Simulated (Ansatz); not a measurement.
**GaSi (quartet): from Hartree-Fock to the top rungs at distance Si1–Ga2 = 5.430 Å, cc-pVDZ**

How much of the correlation energy of GaSi (quartet) does each wave-function method recover here?

The runs use Ansatz 0.2.0, Gaussian basis; cc-pVDZ, core rule «outside noble gas», up to 19 orbitals frozen.

The runs, in order: UHF; CCSD(T) on ROHF; CCSD(T) on UHF; BCCD(T) on ROHF; CISD as a restricted active space (open shells left free, so some higher excitations enter); CCSDT(Q) on ROHF; CCSDT(Q) on UHF; CASSCF and MRCISD+Q, 5 electrons in 5 orbitals; CASSCF and NEVPT2, 5 electrons in 5 orbitals; CASSCF and MRCISD+Q, 7 electrons in 8 orbitals; CASSCF and NEVPT2, 7 electrons in 8 orbitals; Full CI.

23 further runs of the same task are left out: 2 for a known fault of the program, 18 that didn't finish, 3 set aside as unsound or not needed. Runs told in other sessions of the task aren't counted.

### 1 The geometry

The geometry derives from a PBE0/def2-TZVP stationary point (not a proven minimum). One bond is set to the value named and the two fragments are kept rigid. No spin-orbit coupling is included. The filled d shell of Ga may be among the frozen orbitals whatever the setting's name suggests.

2 atoms, charge 0, spin multiplicity 4.

Atoms are counted from 1 here; the program's logs count them from 0.

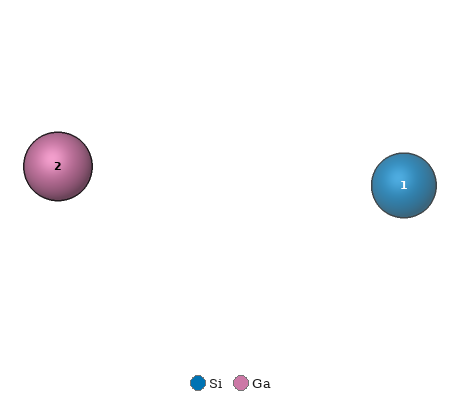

The geometry (silicon blue, gallium pink); atoms are numbered from 1 in the order of the file.

In the tables R marks a restricted open-shell determinant and U an unrestricted one; 'pair' is the active space of 5 electrons in 5 orbitals; 'valence' is the active space of 7 electrons in 8 orbitals; energies count from the table's Hartree-Fock row.

### 2 UHF

File in.yaml:

```yaml
crystal:
  periodic: [false, false, false]
  atoms:
    - {symbol: Si, position_ang: [0.000000, 0.000000, 0.000000]}
    - {symbol: Ga, position_ang: [0.000000, 0.000000, 5.430000]}
basis:
  gaussian: {orbitals: cc-pVDZ}
magnetization: {spin_polarized: true, initial_magnetization: 3}
hamiltonian: {xc: hf}
output: {orbitals: {seedname: orbitals}}
```

Launch:

```sh
$ ansatz run in.yaml --threads 1 --pin off --events-out ev --progress --plain --max-ram 2393MiB
```

Output:

```text
Functional definition: HF
  name "HF"
  cite "Fock, Z. Phys. 61, 126 (1930) doi:10.1007/BF01340294"
  parent pbe
  exchange = exact_x
  correlation = 0
509 factors; integrals over basis functions are off by at most 2.5e-4 eV
mean field evaluation 1: about -60189.8034 eV, gradient 7.5e0 eV
mean field evaluation 2: about -60189.8107 eV, gradient 7.4e0 eV
mean field evaluation 4: about -60190.8428 eV, gradient 2.4e0 eV
mean field evaluation 8: about -60190.8930 eV, gradient 8.0e-1 eV
mean field evaluation 16: about -60192.7788 eV, gradient 9.9e-5 eV
mean field evaluation 32: about -60192.7096 eV, gradient 1.8e0 eV
mean field evaluation 64: about -60192.7396 eV, gradient 9.0e-2 eV
mean field evaluation 96: about -60192.7500 eV, gradient 1.3e-2 eV
mean field evaluation 128: about -60192.7241 eV, gradient 2.1e-1 eV
mean field evaluation 160: about -60189.8034 eV, gradient 7.5e0 eV
mean field -60192.77883464 eV, -2212.0438220420 hartree, gradient 1.5e-6 eV, S^2 3.770800; 3 other end points of the search recorded, 0 dependent functions left out
reference -60192.77883464 eV, -2212.0438220420 hartree; 24, 21 occupied and 21, 24 virtual orbitals, 509 factors
Total energy: -60192.77883464 eV, -2212.0438220420 hartree
```

It took 2.5 s on 1 thread of Arm Neoverse V1, shared host.

From the report: ⟨S²⟩ of the determinant 3.771 (pure quartet: 3.75).

### 3 CCSD(T) on ROHF

File in.yaml:

```yaml
crystal:
  periodic: [false, false, false]
  atoms:
    - {symbol: Si, position_ang: [0.000000, 0.000000, 0.000000]}
    - {symbol: Ga, position_ang: [0.000000, 0.000000, 5.430000]}
basis:
  gaussian: {orbitals: cc-pVDZ}
magnetization: {spin_polarized: false, initial_magnetization: 3}
correlation: {method: ccsd_t, electrons: outside_noble_gas}
```

The command is unchanged.

Output (excerpt; [...] marks lines left out):

```text
Functional definition: HF
  name "HF"
  cite "Fock, Z. Phys. 61, 126 (1930) doi:10.1007/BF01340294"
  parent pbe
[...]
509 factors; integrals over basis functions are off by at most 2.5e-4 eV
[...]
mean field -60192.60521759 eV, -2212.0374417332 hartree, gradient 7.9e-6 eV, S^2 3.750000; 26 other end points of the search recorded, 0 dependent functions left out
[...]
determinant -60192.60521759 eV, -2212.0374417332 hartree, with singles and doubles -60195.70363302 eV, -2212.1513064002 hartree
determinant -60192.57547590 eV, -2212.0363487464 hartree, with singles and doubles -60195.67443007 eV, -2212.1502332113 hartree
determinant -60192.56734476 eV, -2212.0360499325 hartree, with singles and doubles -60195.66662943 eV, -2212.1499465432 hartree
determinant -60192.54700870 eV, -2212.0353025961 hartree, with singles and doubles -60195.64814717 eV, -2212.1492673328 hartree
[...]
determinant -60192.56734476 eV, -2212.0360499325 hartree, with singles and doubles -60195.66695326 eV, -2212.1499584437 hartree
determinant -60192.54700870 eV, -2212.0353025961 hartree, with singles and doubles -60195.64879145 eV, -2212.1492910094 hartree
determinant -60192.53139088 eV, -2212.0347286517 hartree, with singles and doubles -60195.63649040 eV, -2212.1488389542 hartree
determinant -60190.31755854 eV, -2211.9533718136 hartree, with singles and doubles -60195.91006765 eV, -2212.1588927330 hartree
19 core orbitals not correlated: weight in the atoms' cores, before any rotation towards them, 1.000 or more for the frozen orbitals, at most 0.000 for the correlated occupied ones
reference -60192.60521759 eV, -2212.0374417332 hartree; 5, 2 occupied and 21, 24 virtual orbitals, 509 factors
second order -2.08158948 eV of doubles, -0.10311778 eV of singles
cycle   1  -3.09820105 eV  change   -1.4e-6 eV  update   3.2e-6
perturbative correction -0.04705590 eV, -0.0017292725 hartree
Total energy: -60195.75047454 eV, -2212.1530277941 hartree
```

It took 18 s on 1 thread of Arm Neoverse V1, shared host.

From the report: correlation -3.1453 eV; T1 0.022; largest double amplitude 0.10.

### 4 CCSD(T) on UHF

Edit in.yaml of step 3 so:

```diff
@@ -7,3 +7,3 @@
   gaussian: {orbitals: cc-pVDZ}
-magnetization: {spin_polarized: false, initial_magnetization: 3}
+magnetization: {spin_polarized: true, initial_magnetization: 3}
 correlation: {method: ccsd_t, electrons: outside_noble_gas}
```

Launched as before.

Output (excerpt; [...] marks lines left out):

```text
Functional definition: HF
  name "HF"
  cite "Fock, Z. Phys. 61, 126 (1930) doi:10.1007/BF01340294"
  parent pbe
[...]
509 factors; integrals over basis functions are off by at most 2.5e-4 eV
[...]
mean field -60192.77883464 eV, -2212.0438220420 hartree, gradient 5.7e-6 eV, S^2 3.770800; 32 other end points of the search recorded, 0 dependent functions left out
determinant -60192.77883464 eV, -2212.0438220420 hartree, with singles and doubles -60195.71290889 eV, -2212.1516472820 hartree
determinant -60192.75164143 eV, -2212.0428227100 hartree, with singles and doubles -60195.68370813 eV, -2212.1505741740 hartree
determinant -60192.74382438 eV, -2212.0425354386 hartree, with singles and doubles -60195.67580498 eV, -2212.1502837385 hartree
determinant -60192.72471466 eV, -2212.0418331697 hartree, with singles and doubles -60195.65727856 eV, -2212.1496029053 hartree
[...]
determinant -60192.75164143 eV, -2212.0428227100 hartree, with singles and doubles -60195.68363050 eV, -2212.1505713210 hartree
determinant -60192.74382438 eV, -2212.0425354386 hartree, with singles and doubles -60195.67623550 eV, -2212.1502995598 hartree
determinant -60192.72471466 eV, -2212.0418331697 hartree, with singles and doubles -60195.65809607 eV, -2212.1496329479 hartree
determinant -60192.70891171 eV, -2212.0412524218 hartree, with singles and doubles -60195.64584072 eV, -2212.1491825723 hartree
19 core orbitals not correlated: weight in the atoms' cores, before any rotation towards them, 1.000 or more for the frozen orbitals, at most 0.000 for the correlated occupied ones
reference -60192.77883464 eV, -2212.0438220420 hartree; 5, 2 occupied and 21, 24 virtual orbitals, 509 factors
second order -2.02113864 eV of doubles, -0.00000000 eV of singles
cycle   1  -2.93361356 eV  change   -1.7e-7 eV  update   4.4e-6
perturbative correction -0.04210972 eV, -0.0015475036 hartree
Total energy: -60195.75455792 eV, -2212.1531778555 hartree
```

It took 22 s on 1 thread of Arm Neoverse V1, shared host.

From the report: ⟨S²⟩ of the determinant 3.771 (pure quartet: 3.75); correlation -2.9757 eV; T1 0.011; largest double amplitude 0.10.

### 5 BCCD(T) on ROHF

File in.yaml:

```yaml
crystal:
  periodic: [false, false, false]
  atoms:
    - {symbol: Si, position_ang: [0.000000, 0.000000, 0.000000]}
    - {symbol: Ga, position_ang: [0.000000, 0.000000, 5.430000]}
basis:
  gaussian: {orbitals: cc-pVDZ}
magnetization: {spin_polarized: false, initial_magnetization: 3}
correlation: {method: bccd_t, electrons: outside_noble_gas}
```

Launched as before.

Output (excerpt; [...] marks lines left out):

```text
Functional definition: HF
  name "HF"
  cite "Fock, Z. Phys. 61, 126 (1930) doi:10.1007/BF01340294"
  parent pbe
[...]
509 factors; integrals over basis functions are off by at most 2.5e-4 eV
[...]
mean field -60192.60521759 eV, -2212.0374417332 hartree, gradient 7.9e-6 eV, S^2 3.750000; 26 other end points of the search recorded, 0 dependent functions left out
[...]
determinant -60192.60521759 eV, -2212.0374417332 hartree, with singles and doubles -60195.70363302 eV, -2212.1513064002 hartree
determinant -60192.57547590 eV, -2212.0363487464 hartree, with singles and doubles -60195.67443007 eV, -2212.1502332113 hartree
determinant -60192.56734476 eV, -2212.0360499325 hartree, with singles and doubles -60195.66662943 eV, -2212.1499465432 hartree
determinant -60192.54700870 eV, -2212.0353025961 hartree, with singles and doubles -60195.64814717 eV, -2212.1492673328 hartree
[...]
determinant -60192.54700870 eV, -2212.0353025961 hartree, with singles and doubles -60195.64879145 eV, -2212.1492910094 hartree
determinant -60192.53139088 eV, -2212.0347286517 hartree, with singles and doubles -60195.63649040 eV, -2212.1488389542 hartree
determinant -60190.31755854 eV, -2211.9533718136 hartree, with singles and doubles -60195.91006765 eV, -2212.1588927330 hartree
19 core orbitals not correlated: weight in the atoms' cores, before any rotation towards them, 1.000 or more for the frozen orbitals, at most 0.000 for the correlated occupied ones
reference -60192.60521759 eV, -2212.0374417332 hartree; 5, 2 occupied and 21, 24 virtual orbitals, 509 factors
second order -2.08158948 eV of doubles, -0.10311778 eV of singles
cycle   1  -3.10260402 eV  change   -4.4e-3 eV  update   1.9e-3
[...]
cycle   9  -3.10078084 eV  change    3.3e-6 eV  update   6.7e-6
perturbative correction -0.04459895 eV, -0.0016389813 hartree
Total energy: -60195.75059739 eV, -2212.1530323088 hartree
```

Wall time 16 s (1 thread of Arm Neoverse V1, shared host).

From the report: correlation -3.1454 eV; largest double amplitude 0.10.

### 6 CISD as a restricted active space (open shells left free, so some higher excitations enter)

Edit in.yaml of step 5 so:

```diff
@@ -8,2 +8,2 @@
 magnetization: {spin_polarized: false, initial_magnetization: 3}
-correlation: {method: bccd_t, electrons: outside_noble_gas}
+correlation: {active_space: {ras: {orbitals: [2, 3, 21], electrons: 7, max_holes: 2, max_particles: 2}, fixed_orbitals: true}}
```

Same command.

Output (excerpt; [...] marks lines left out):

```text
Functional definition: HF
  name "HF"
  cite "Fock, Z. Phys. 61, 126 (1930) doi:10.1007/BF01340294"
  parent pbe
[...]
509 factors; integrals over basis functions are off by at most 2.5e-4 eV
[...]
mean field -60192.60521759 eV, -2212.0374417332 hartree, gradient 7.9e-6 eV, S^2 3.750000; 25 other end points of the search recorded, 0 dependent functions left out
reference -60192.60521759 eV, -2212.0374417332 hartree; 24, 21 occupied and 21, 24 virtual orbitals, 509 factors
state -60195.53464971 eV, -2212.1450963779 hartree
Total energy: -60195.53464971 eV, -2212.1450963779 hartree
```

Wall time 5.5 s (1 thread of Arm Neoverse V1, shared host).

From the report: 6,478 determinants.

### 7 CCSDT(Q) on ROHF

Edit in.yaml of step 6 so:

```diff
@@ -8,2 +8,2 @@
 magnetization: {spin_polarized: false, initial_magnetization: 3}
-correlation: {active_space: {ras: {orbitals: [2, 3, 21], electrons: 7, max_holes: 2, max_particles: 2}, fixed_orbitals: true}}
+correlation: {method: ccsdt_q, electrons: outside_noble_gas}
```

Launched as before.

Output (excerpt; [...] marks lines left out):

```text
Functional definition: HF
  name "HF"
  cite "Fock, Z. Phys. 61, 126 (1930) doi:10.1007/BF01340294"
  parent pbe
[...]
817 factors; integrals over basis functions are off by at most 1.6e-7 eV
[...]
mean field -60192.60528796 eV, -2212.0374443193 hartree, gradient 8.4e-6 eV, S^2 3.750000; 28 other end points of the search recorded, 0 dependent functions left out
[...]
determinant -60192.60528796 eV, -2212.0374443193 hartree, with singles and doubles -60195.70370643 eV, -2212.1513090980 hartree
determinant -60192.57552240 eV, -2212.0363504552 hartree, with singles and doubles -60195.67448128 eV, -2212.1502350936 hartree
determinant -60192.56739957 eV, -2212.0360519466 hartree, with singles and doubles -60195.66668890 eV, -2212.1499487286 hartree
determinant -60192.54703754 eV, -2212.0353036559 hartree, with singles and doubles -60195.64818251 eV, -2212.1492686313 hartree
[...]
determinant -60192.54703754 eV, -2212.0353036559 hartree, with singles and doubles -60195.64882529 eV, -2212.1492922533 hartree
determinant -60192.53147732 eV, -2212.0347318282 hartree, with singles and doubles -60195.63657889 eV, -2212.1488422061 hartree
determinant -60190.31756951 eV, -2211.9533722171 hartree, with singles and doubles -60195.91014462 eV, -2212.1588955613 hartree
19 core orbitals not correlated: weight in the atoms' cores, before any rotation towards them, 1.000 or more for the frozen orbitals, at most 0.000 for the correlated occupied ones
reference -60192.60528796 eV, -2212.0374443193 hartree; 5, 2 occupied and 21, 24 virtual orbitals, 817 factors
second order -2.08159661 eV of doubles, -0.10311741 eV of singles
cycle   1  -2.80955125 eV  change   -6.2e-1 eV  update   8.0e-2
[...]
cycle  26  -3.16799659 eV  change   -3.4e-7 eV  update   2.5e-7
perturbative correction -0.00361251 eV, -0.0001327574 hartree
Total energy: -60195.77689707 eV, -2212.1539988041 hartree
```

It took 26 s on 1 thread of Arm Neoverse V1, shared host.

From the report: correlation -3.1716 eV; T1 0.024; largest double amplitude 0.12.

### 8 CCSDT(Q) on UHF

Edit in.yaml of step 7 so:

```diff
@@ -7,3 +7,3 @@
   gaussian: {orbitals: cc-pVDZ}
-magnetization: {spin_polarized: false, initial_magnetization: 3}
+magnetization: {spin_polarized: true, initial_magnetization: 3}
 correlation: {method: ccsdt_q, electrons: outside_noble_gas}
```

The command is unchanged.

Output (excerpt; [...] marks lines left out):

```text
Functional definition: HF
  name "HF"
  cite "Fock, Z. Phys. 61, 126 (1930) doi:10.1007/BF01340294"
  parent pbe
[...]
817 factors; integrals over basis functions are off by at most 1.6e-7 eV
[...]
mean field -60192.77890476 eV, -2212.0438246191 hartree, gradient 5.9e-6 eV, S^2 3.770801; 31 other end points of the search recorded, 0 dependent functions left out
determinant -60192.77890476 eV, -2212.0438246191 hartree, with singles and doubles -60195.71298227 eV, -2212.1516499786 hartree
determinant -60192.75168756 eV, -2212.0428244054 hartree, with singles and doubles -60195.68375929 eV, -2212.1505760539 hartree
determinant -60192.74387450 eV, -2212.0425372809 hartree, with singles and doubles -60195.67586070 eV, -2212.1502857862 hartree
determinant -60192.72474360 eV, -2212.0418342332 hartree, with singles and doubles -60195.65731382 eV, -2212.1496042009 hartree
[...]
determinant -60192.74387450 eV, -2212.0425372809 hartree, with singles and doubles -60195.67629016 eV, -2212.1503015684 hartree
determinant -60192.72474360 eV, -2212.0418342332 hartree, with singles and doubles -60195.65812957 eV, -2212.1496341791 hartree
determinant -60192.70899847 eV, -2212.0412556102 hartree, with singles and doubles -60195.64592913 eV, -2212.1491858213 hartree
19 core orbitals not correlated: weight in the atoms' cores, before any rotation towards them, 1.000 or more for the frozen orbitals, at most 0.000 for the correlated occupied ones
reference -60192.77890476 eV, -2212.0438246191 hartree; 5, 2 occupied and 21, 24 virtual orbitals, 817 factors
second order -2.02114530 eV of doubles, -0.00000000 eV of singles
cycle   1  -2.62499668 eV  change   -6.0e-1 eV  update   8.1e-2
[...]
cycle  28  -2.99663312 eV  change   -5.1e-9 eV  update   8.6e-7
perturbative correction -0.00308951 eV, -0.0001135374 hartree
Total energy: -60195.77862739 eV, -2212.1540623925 hartree
```

Run time: 39 s. Hardware: 1 thread of Arm Neoverse V1, shared host.

From the report: ⟨S²⟩ of the determinant 3.771 (pure quartet: 3.75); correlation -2.9997 eV; T1 0.013; largest double amplitude 0.10.

### 9 CASSCF and MRCISD+Q, 5 electrons in 5 orbitals

File in.yaml:

```yaml
crystal:
  periodic: [false, false, false]
  atoms:
    - {symbol: Si, position_ang: [0.000000, 0.000000, 0.000000]}
    - {symbol: Ga, position_ang: [0.000000, 0.000000, 5.430000]}
basis:
  gaussian: {orbitals: cc-pVDZ}
magnetization: {spin_polarized: false, initial_magnetization: 3}
correlation: {method: fic_mrcisd_q, electrons: outside_noble_gas, active_space: {window: {electrons: 5, orbitals: 5}}}
```

The command is unchanged.

Output (excerpt; [...] marks lines left out):

```text
Functional definition: HF
  name "HF"
  cite "Fock, Z. Phys. 61, 126 (1930) doi:10.1007/BF01340294"
  parent pbe
[...]
509 factors; integrals over basis functions are off by at most 2.5e-4 eV
[...]
mean field -60192.60521759 eV, -2212.0374417332 hartree, gradient 7.9e-6 eV, S^2 3.750000; 25 other end points of the search recorded, 0 dependent functions left out
reference -60192.60521759 eV, -2212.0374417332 hartree; 24, 21 occupied and 21, 24 virtual orbitals, 509 factors
state -60192.96753369 eV, -2212.0507566041 hartree
contracted CI cycle   1: correlation 0.00000000 eV, 0.0000000000 hartree, residual 8.59e0 eV
contracted CI cycle   2: correlation -2.49911633 eV, -0.0918408311 hartree, residual 1.59e0 eV
contracted CI cycle   3: correlation -2.57944554 eV, -0.0947928751 hartree, residual 3.05e-1 eV
contracted CI cycle   4: correlation -2.58262422 eV, -0.0949096897 hartree, residual 9.00e-2 eV
[...]
contracted CI cycle   5: correlation -2.58205187 eV, -0.0948886559 hartree, residual 1.62e-2 eV
contracted CI cycle   6: correlation -2.58206283 eV, -0.0948890589 hartree, residual 7.77e-3 eV
contracted CI cycle   7: correlation -2.58206802 eV, -0.0948892497 hartree, residual 6.63e-3 eV
contracted CI cycle   8: correlation -2.58207011 eV, -0.0948893263 hartree, residual 3.36e-3 eV
contracted CI cycle   9: correlation -2.58207046 eV, -0.0948893392 hartree, residual 1.29e-3 eV
state -60192.94092168 eV, -2212.0497786308 hartree; corrected -60195.77944415 eV, -2212.1540924077 hartree
state -60192.93855570 eV, -2212.0496916830 hartree; corrected -60195.83699540 eV, -2212.1562073770 hartree
the orbitals are reached from a further start. From the first start the search ends at -60192.96752117 eV, -2212.0507561442 hartree
WARN: the results are in doubt because another end's mean lies 0.029 eV lower, and its corrected mean 0.030 eV higher
Total energy: -60195.83699540 eV, -2212.1562073770 hartree
In doubt: another end's mean lies 0.029 eV lower, and its corrected mean 0.030 eV higher
```

Wall time 55 s (1 thread of Arm Neoverse V1, shared host).

From the report: 12 determinants; active occupations 1.96, 1.00, 1.00, 1.00, 0.04. Mind the lines of doubt at the end of the log.

### 10 CASSCF and NEVPT2, 5 electrons in 5 orbitals

Edit in.yaml of step 9 so:

```diff
@@ -8,2 +8,2 @@
 magnetization: {spin_polarized: false, initial_magnetization: 3}
-correlation: {method: fic_mrcisd_q, electrons: outside_noble_gas, active_space: {window: {electrons: 5, orbitals: 5}}}
+correlation: {method: sc_nevpt2, electrons: outside_noble_gas, active_space: {window: {electrons: 5, orbitals: 5}}}
```

Same command.

Output (excerpt; [...] marks lines left out):

```text
Functional definition: HF
  name "HF"
  cite "Fock, Z. Phys. 61, 126 (1930) doi:10.1007/BF01340294"
  parent pbe
[...]
509 factors; integrals over basis functions are off by at most 2.5e-4 eV
[...]
mean field -60192.60521759 eV, -2212.0374417332 hartree, gradient 7.9e-6 eV, S^2 3.750000; 25 other end points of the search recorded, 0 dependent functions left out
reference -60192.60521759 eV, -2212.0374417332 hartree; 24, 21 occupied and 21, 24 virtual orbitals, 509 factors
state -60192.96753369 eV, -2212.0507566041 hartree
state -60192.96753369 eV, -2212.0507566041 hartree; corrected -60194.90097080 eV, -2212.1218091076 hartree
state -60192.93855570 eV, -2212.0496916830 hartree
state -60192.93855570 eV, -2212.0496916830 hartree; corrected -60194.86967810 eV, -2212.1206591219 hartree
state -60192.96753369 eV, -2212.0507566041 hartree; corrected -60194.90097080 eV, -2212.1218091076 hartree
state -60192.90941595 eV, -2212.0486208168 hartree
state -60192.90941595 eV, -2212.0486208168 hartree; corrected -60194.83926940 eV, -2212.1195416229 hartree
state -60192.96753369 eV, -2212.0507566041 hartree; corrected -60194.90097080 eV, -2212.1218091076 hartree
state -60192.94092168 eV, -2212.0497786308 hartree
state -60192.94092168 eV, -2212.0497786308 hartree; corrected -60194.87392446 eV, -2212.1208151728 hartree
state -60192.96753369 eV, -2212.0507566041 hartree; corrected -60194.90097080 eV, -2212.1218091076 hartree
Total energy: -60194.90097080 eV, -2212.1218091076 hartree
```

Wall time 53 s (1 thread of Arm Neoverse V1, shared host).

From the report: 13 determinants; active occupations 1.96, 1.00, 1.00, 1.00, 0.04.

[end of part 1 of 2]
